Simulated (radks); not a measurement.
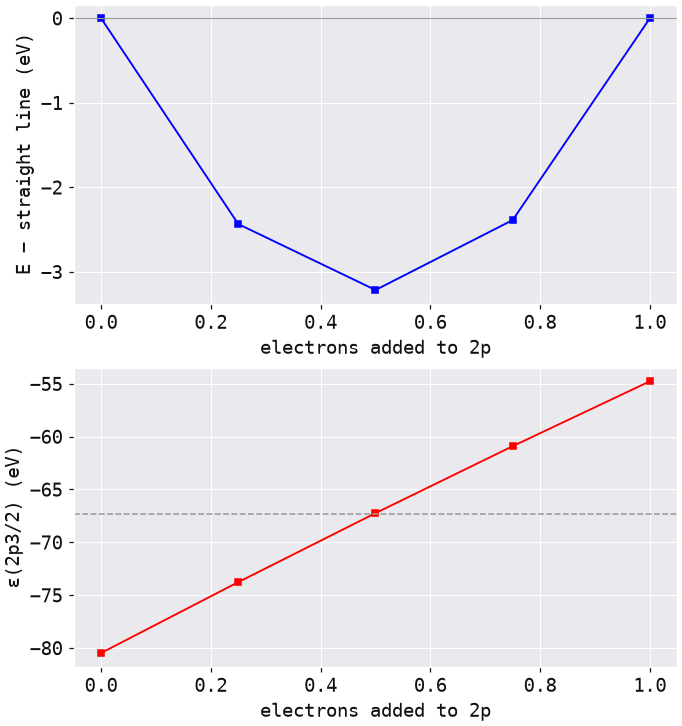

Theory: Dirac Kohn-Sham, PBE, spin-unpolarised, spherical densities, finite nucleus (computed with the in-house radial solver radks). The occupation of the 2p shell is varied from Ne³⁺ ([He] 2s2 2p3 (2p1/2: 2, 2p3/2: 1)) to Ne²⁺ ([He] 2s2 2p4 (2p1/2: 2, 2p3/2: 2)), with spherical fractional occupations. The plot shows the total energy less the straight line between the end points, and the eigenvalue of 2p3/2 (the dashed line is minus the energy to take the whole electron out).

### What does the shape say about the method?

The curve is convex (below the straight line), with the largest deviation among the points computed, −3.21 eV, at 0.5. The end points differ by 67.4 eV, the energy to take the electron out. The eigenvalue, which is the slope of the energy (Janak's theorem), moves from −80.5 eV at 0 to −54.8 eV at 1; for a straight line it would stay constant, and a parabola would sag by an eighth of this change, scaled to a whole electron, 3.21 eV. Convexity is the mark of the delocalisation error, which puts fractional charges too low; for p, d and f shells the spherical spreading of the fraction adds to it.
